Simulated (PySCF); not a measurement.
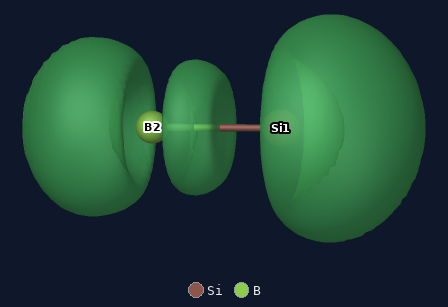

SiB (quartet). Isosurface of the ELF at 0.8 (green), seen from one side. Core shells and regions of very low density are left out.

All numbers below come from PBE0/def2-TZVP, non-relativistic Hamiltonian with scalar-relativistic core potentials where named, at a bond length of 1.910 Å in PySCF 2.14.0.

What do the ELF domains correspond to?

Answer. The ELF exceeds this value in one region between bonded B–Si atoms (shared pairs), one lobe on B, pointing away from the bonds (non-bonding electrons) and one lobe on Si, pointing away from the bonds (non-bonding electrons). Along the contacts the grid gives the following. Si–B (1.91 Å): the ELF peaks at about 0.95 between the atoms (localised, covalent bonding).
